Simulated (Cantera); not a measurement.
Input: 1 mol AlCl3, 1.9 mol H2O, 400 mol H2, at 0.435 Torr.

Method: chemical equilibrium by Gibbs-energy minimisation in Cantera with the NASA 1993 tables (ideal gas, pure condensed phases). Candidate condensed phases: Al, AlCl3, Al2O3, H2O; 29 gas species. The tables' values for AlOH are old estimates; treat these amounts as uncertain. Rates play no part.

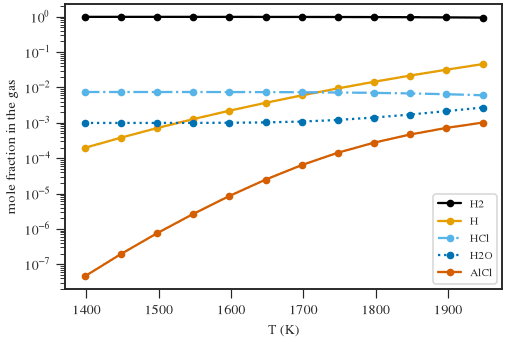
Equilibrium gas composition (values under 1e-9 drawn at 1e-9)

Question: Read off the mole fractions at 1648 K.

Answer: H2 about 0.99, HCl about 0.0074, H about 0.0037, H2O about 0.0010, AlCl about 2.5e-5.
